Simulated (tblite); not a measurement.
## Run report: C$_{3}$H$_{13}$BSSi$_{2}$, geometry relaxation (part 4 of 4)

The same run, continued: C$_{3}$H$_{13}$BSSi$_{2}$; GFN2-xTB geometry optimisation, gas phase (tblite 0.8.0). It belongs to a series of runs on one base structure; here: SiH2 inserted into a C-Si bond.

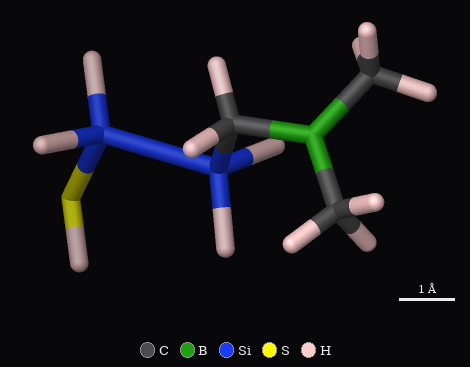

**Figure 1.** The geometry at step 206 of the log (stick view, seen at a tilt).

Trajectory as extended XYZ, continued:
```
20
Properties=species:S:1:pos:R:3:forces:R:3 step=190 energy=-571.21033
C    -2.2745   -1.2223   -1.1438   -0.0020   0.0010  -0.0110
B    -1.6678   -0.1750   -0.1300   -0.0160  -0.0260   0.0070
C    -2.3885    1.1994    0.1496    0.0090  -0.0040   0.0110
C    -0.2990   -0.4801    0.5460    0.0550   0.0180  -0.0240
Si    1.0787    0.3795   -0.4654   -0.0210   0.0000   0.0200
Si    3.0525   -0.4217    0.4425    0.0080  -0.0060  -0.0250
S     4.7821    0.6032   -0.3498    0.0040  -0.0320  -0.0190
H    -3.0266   -0.8122   -1.8133   -0.0090   0.0130   0.0000
H    -1.5056   -1.6972   -1.7509    0.0080   0.0030  -0.0120
H    -2.7536   -2.0296   -0.5886   -0.0170   0.0140   0.0090
H    -2.0128    1.7192    1.0278   -0.0160   0.0090   0.0210
H    -2.2275    1.8611   -0.7003   -0.0010   0.0240  -0.0550
H    -3.4667    1.1017    0.2514   -0.0290  -0.0160   0.0060
H    -0.2277   -0.0916    1.5614    0.0050  -0.0130   0.0300
H    -0.0579   -1.5436    0.5844   -0.0180   0.0090   0.0080
H     0.9253    0.0788   -1.8970    0.0190  -0.0100  -0.0130
H     0.9507    1.8444   -0.3566   -0.0120  -0.0060   0.0030
H     3.3943   -1.8017    0.1153    0.0190  -0.0190   0.0070
H     3.1888   -0.2739    1.8932    0.0160  -0.0150   0.0360
H     4.5306    1.7724    0.2116   -0.0040   0.0560   0.0020
20
Properties=species:S:1:pos:R:3:forces:R:3 step=195 energy=-571.21195
C    -2.2792   -1.2152   -1.1415   -0.0100   0.0050   0.0040
B    -1.6643   -0.1772   -0.1244    0.0000   0.0200  -0.0060
C    -2.3708    1.2062    0.1472   -0.0300  -0.0010   0.0020
C    -0.2960   -0.4925    0.5482   -0.0090  -0.0050   0.0160
Si    1.0795    0.3570   -0.4700    0.0090  -0.0110   0.0040
Si    3.0565   -0.4308    0.4465    0.0020   0.0140   0.0090
S     4.7722    0.6274   -0.3312    0.0010   0.0330  -0.0020
H    -3.0290   -0.7940   -1.8063   -0.0070   0.0080  -0.0170
H    -1.5115   -1.6890   -1.7514   -0.0210  -0.0160  -0.0060
H    -2.7669   -2.0198   -0.5891    0.0080   0.0040  -0.0110
H    -1.9972    1.7257    1.0270    0.0010   0.0160  -0.0120
H    -2.2030    1.8618   -0.7088   -0.0120  -0.0090   0.0200
H    -3.4504    1.1140    0.2484   -0.0110   0.0020  -0.0130
H    -0.2230   -0.1084    1.5654    0.0220   0.0070   0.0150
H    -0.0690   -1.5582    0.5877    0.0100  -0.0180  -0.0050
H     0.9196    0.0562   -1.9028    0.0300  -0.0110   0.0220
H     0.9514    1.8212   -0.3621   -0.0090   0.0130  -0.0010
H     3.4262   -1.8050    0.1248    0.0160  -0.0080   0.0000
H     3.1814   -0.2803    1.9001    0.0070  -0.0200   0.0050
H     4.4685    1.8116    0.1795    0.0040  -0.0230  -0.0240
20
Properties=species:S:1:pos:R:3:forces:R:3 step=201 energy=-571.21497
C    -2.2822   -1.2082   -1.1420    0.0150   0.0100  -0.0100
B    -1.6598   -0.1702   -0.1261   -0.0160  -0.0320   0.0130
C    -2.3632    1.2177    0.1333    0.0410  -0.0090   0.0050
C    -0.3014   -0.5041    0.5628   -0.0120   0.0130  -0.0230
Si    1.0888    0.3342   -0.4442    0.0050   0.0400   0.0030
Si    3.0716   -0.4511    0.4583    0.0180  -0.0130  -0.0050
S     4.7484    0.6638   -0.3259    0.0050   0.0000   0.0030
H    -3.0217   -0.7873   -1.8208    0.0270   0.0060   0.0350
H    -1.5170   -1.7012   -1.7402   -0.0170  -0.0040  -0.0030
H    -2.7825   -2.0008   -0.5836   -0.0070   0.0100  -0.0100
H    -1.9863    1.7512    1.0028   -0.0090  -0.0070   0.0250
H    -2.1958    1.8636   -0.7280   -0.0080   0.0140  -0.0460
H    -3.4418    1.1271    0.2341   -0.0380  -0.0020   0.0090
H    -0.2236   -0.1173    1.5788   -0.0190   0.0020   0.0130
H    -0.0855   -1.5723    0.6064   -0.0080  -0.0010  -0.0150
H     0.9453    0.0564   -1.8829    0.0110  -0.0190   0.0200
H     0.9680    1.8000   -0.3164   -0.0030  -0.0160  -0.0120
H     3.4753   -1.8105    0.1102    0.0030   0.0140  -0.0070
H     3.1990   -0.3374    1.9145    0.0150   0.0010   0.0130
H     4.3595    1.8571    0.0961   -0.0020  -0.0080  -0.0080
20
Properties=species:S:1:pos:R:3:forces:R:3 step=206 energy=-571.21678
C    -2.2765   -1.1958   -1.1486   -0.0120  -0.0060   0.0050
B    -1.6614   -0.1651   -0.1238    0.0160   0.0170  -0.0010
C    -2.3734    1.2183    0.1402   -0.0040   0.0100  -0.0050
C    -0.3027   -0.4978    0.5634    0.0160   0.0020   0.0080
Si    1.1004    0.3230   -0.4413    0.0170  -0.0240   0.0190
Si    3.0841   -0.4648    0.4672   -0.0050   0.0070   0.0140
S     4.7458    0.6765   -0.3108    0.0040   0.0040   0.0110
H    -3.0067   -0.7625   -1.8279    0.0110   0.0020  -0.0170
H    -1.5137   -1.6990   -1.7410   -0.0110   0.0170  -0.0070
H    -2.7924   -1.9823   -0.5970   -0.0180  -0.0130   0.0070
H    -1.9937    1.7584    1.0057   -0.0090  -0.0150  -0.0230
H    -2.2262    1.8615   -0.7292   -0.0040  -0.0090   0.0200
H    -3.4514    1.1172    0.2551    0.0120  -0.0040   0.0020
H    -0.2271   -0.1075    1.5789   -0.0080  -0.0110   0.0020
H    -0.0941   -1.5679    0.6103   -0.0020   0.0130  -0.0040
H     0.9760    0.0172   -1.8756   -0.0070  -0.0080   0.0090
H     0.9796    1.7893   -0.3370    0.0040   0.0000  -0.0090
H     3.5180   -1.8118    0.1077   -0.0220   0.0090  -0.0040
H     3.2030   -0.3642    1.9271    0.0160   0.0020  -0.0220
H     4.3072    1.8679    0.0638    0.0060   0.0060  -0.0060
20
Properties=species:S:1:pos:R:3:forces:R:3 step=212 energy=-571.21794
C    -2.2958   -1.1823   -1.1553    0.0080   0.0100   0.0030
B    -1.6613   -0.1644   -0.1277    0.0050   0.0030   0.0020
C    -2.3697    1.2162    0.1583   -0.0070  -0.0180  -0.0060
C    -0.2976   -0.5038    0.5504   -0.0330  -0.0140   0.0080
Si    1.1134    0.2925   -0.4607    0.0000   0.0160   0.0040
Si    3.0951   -0.4547    0.4822   -0.0090   0.0050   0.0040
S     4.7504    0.7034   -0.2821    0.0200  -0.0050  -0.0090
H    -3.0245   -0.7340   -1.8264   -0.0090   0.0100   0.0010
H    -1.5430   -1.6814   -1.7630    0.0050  -0.0180   0.0080
H    -2.8168   -1.9706   -0.6095    0.0110   0.0120  -0.0110
H    -1.9850    1.7404    1.0297    0.0000   0.0130   0.0140
H    -2.2236    1.8728   -0.7000   -0.0090   0.0030  -0.0050
H    -3.4473    1.1143    0.2767    0.0120   0.0030  -0.0040
H    -0.2206   -0.1171    1.5675    0.0090   0.0060  -0.0160
H    -0.0999   -1.5753    0.5985    0.0060  -0.0150  -0.0090
H     1.0033   -0.0630   -1.8846   -0.0090  -0.0120   0.0030
H     0.9864    1.7624   -0.4145    0.0030  -0.0190   0.0040
H     3.5464   -1.8004    0.1414   -0.0120   0.0040  -0.0080
H     3.1999   -0.3360    1.9397    0.0080   0.0000   0.0170
H     4.2850    1.8919    0.0664    0.0010   0.0160  -0.0010
20
Properties=species:S:1:pos:R:3:forces:R:3 step=217 energy=-571.21878
C    -2.2967   -1.1714   -1.1596   -0.0040  -0.0050  -0.0060
B    -1.6601   -0.1617   -0.1262   -0.0030  -0.0110  -0.0010
C    -2.3665    1.2189    0.1630    0.0050   0.0130  -0.0020
C    -0.3010   -0.5137    0.5526    0.0150   0.0010   0.0020
Si    1.1134    0.2754   -0.4615   -0.0070  -0.0040  -0.0020
Si    3.1001   -0.4459    0.4920    0.0050   0.0100  -0.0060
S     4.7571    0.7181   -0.2655   -0.0100  -0.0100  -0.0030
H    -3.0219   -0.7155   -1.8299    0.0070   0.0000  -0.0080
H    -1.5462   -1.6772   -1.7648    0.0010   0.0050  -0.0030
H    -2.8245   -1.9578   -0.6185   -0.0050   0.0040   0.0070
H    -1.9783    1.7459    1.0317   -0.0020  -0.0020   0.0070
H    -2.2288    1.8763   -0.6964   -0.0020  -0.0060  -0.0040
H    -3.4430    1.1149    0.2871    0.0020  -0.0020   0.0050
H    -0.2186   -0.1281    1.5692    0.0040   0.0020  -0.0010
H    -0.1076   -1.5863    0.5971   -0.0060  -0.0040  -0.0040
H     1.0046   -0.1106   -1.8782    0.0010   0.0000   0.0100
H     0.9762    1.7436   -0.4404    0.0060   0.0010   0.0020
H     3.5543   -1.7877    0.1396   -0.0030   0.0000  -0.0010
H     3.2054   -0.3385    1.9508    0.0010   0.0060   0.0060
H     4.2768    1.9118    0.0452   -0.0040   0.0020   0.0030
20
Properties=species:S:1:pos:R:3:forces:R:3 step=223 energy=-571.21895
C    -2.2980   -1.1672   -1.1617    0.0010   0.0000  -0.0010
B    -1.6599   -0.1620   -0.1248    0.0020   0.0020  -0.0010
C    -2.3623    1.2206    0.1655    0.0040   0.0000   0.0010
C    -0.3016   -0.5180    0.5540   -0.0030  -0.0010  -0.0010
Si    1.1133    0.2648   -0.4633   -0.0010   0.0000   0.0050
Si    3.1020   -0.4437    0.4947   -0.0060  -0.0030   0.0050
S     4.7487    0.7291   -0.2683    0.0020  -0.0050  -0.0070
H    -3.0198   -0.7074   -1.8330    0.0020   0.0000  -0.0020
H    -1.5480   -1.6735   -1.7669    0.0030  -0.0020  -0.0010
H    -2.8289   -1.9525   -0.6221   -0.0070   0.0010  -0.0010
H    -1.9723    1.7471    1.0339    0.0000  -0.0010  -0.0040
H    -2.2247    1.8755   -0.6956   -0.0010   0.0040   0.0010
H    -3.4387    1.1189    0.2914   -0.0030  -0.0020   0.0040
H    -0.2170   -0.1300    1.5696    0.0030  -0.0060   0.0000
H    -0.1137   -1.5917    0.5994    0.0030   0.0030   0.0020
H     1.0069   -0.1345   -1.8759    0.0000   0.0020   0.0000
H     0.9779    1.7334   -0.4529    0.0000  -0.0020  -0.0010
H     3.5589   -1.7846    0.1426    0.0030   0.0030   0.0030
H     3.2109   -0.3320    1.9532   -0.0020   0.0030  -0.0030
H     4.2609    1.9184    0.0475    0.0000   0.0040   0.0000
```

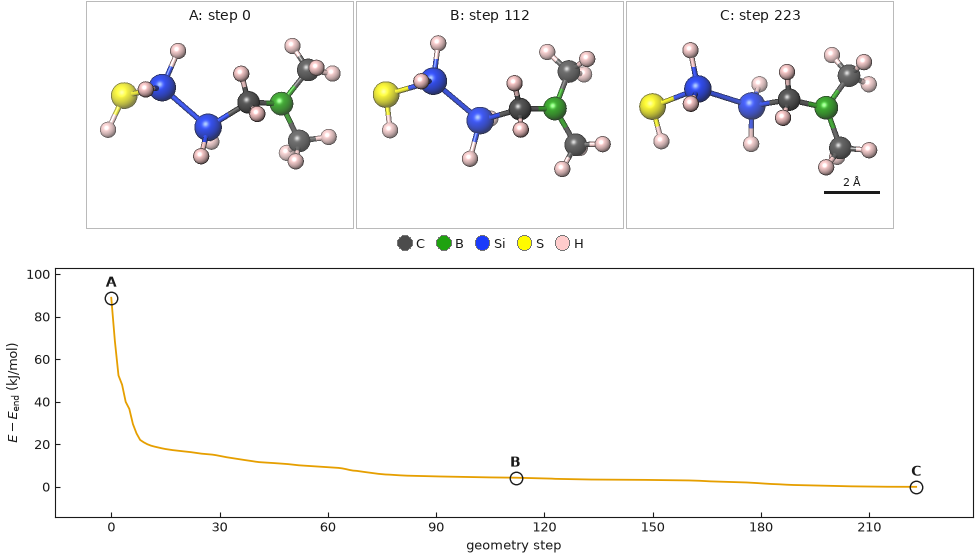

**Figure 2.** Frames of the relaxation (ball-and-stick view, seen at a tilt) above the curves, on which the letters mark them (steps are counted from 0).

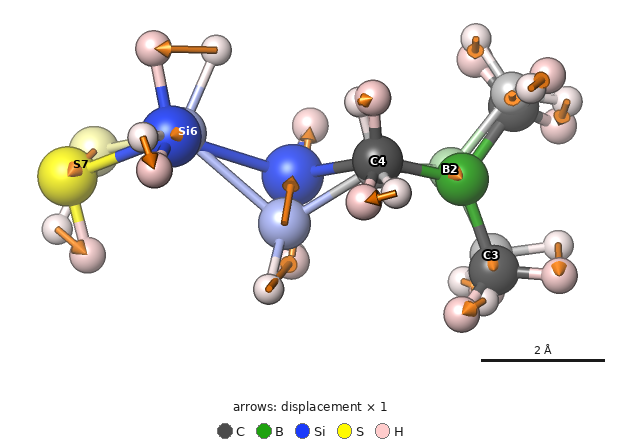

**Figure 3.** Start (faint) and end (solid) with the displacements as orange arrows, at true length (ball-and-stick view, seen at a tilt). The two geometries are laid on each other by the best rigid fit. After 223 geometry steps the energy has fallen by 88.9 kJ/mol. Largest force component: 1.6 eV/Å at the start, 0.007 eV/Å at the end. The atom that moves furthest after the best rigid fit is H17 (2.22 Å). By element the largest moves are H 2.22 Å, Si 1.06 Å, S 0.88 Å, C 0.71 Å, B 0.45 Å. Among the contacts that change: S7–H20 1.414 → 1.324 Å, Si5–Si6 2.241 → 2.318 Å, C4–Si5 1.845 → 1.910 Å, C1–H10 1.125 → 1.091 Å. Among the angles that change: Si6–S7–H20 107.3° → 97.0°, Si5–Si6–H18 107.3° → 116.7°, Si5–Si6–H19 107.9° → 116.8°. (Atoms are counted from 1 in the order of the input.)

This output came from the following input.

The input:
```
{"job": {"kind": "relax", "xc": "GFN2-xTB", "basis": "xTB"}, "charge": 0, "multiplicity": 1}
C     -2.264200    -1.501700    -0.841200
B     -1.441500    -0.179300    -0.505100
C     -2.246500     1.180300    -0.566400
C     -0.288200    -0.386100     0.564500
Si     1.103600     0.816100     0.422800
Si     2.969300    -0.408300     0.214500
S      4.408200     0.484200    -1.083800
H     -3.137600    -1.294400    -1.472000
H     -1.552800    -2.186000    -1.348800
H     -2.619800    -1.924500     0.138400
H     -2.264100     1.671900     0.432900
H     -1.804700     1.909900    -1.258100
H     -3.295600     0.975800    -0.887000
H     -0.717900    -0.296900     1.578300
H      0.105000    -1.429000     0.509300
H      0.989900     1.702500    -0.732600
H      1.162200     1.570100     1.695900
H      2.575100    -1.718600    -0.354200
H      3.489200    -0.668500     1.561300
H      4.825300     1.693200    -0.481600
```

The first line tells a small driver script what to run in tblite; the rest is the geometry in Å.

Launch command:
```bash
OMP_NUM_THREADS=1 python <driver script> task.json out
```

Summary:

- outcome: converged
- total energy: −571.2189 eV
- hardware: 1 CPU thread, shared host
- wall time: 1.8 s
- peak memory: 0.18 GiB
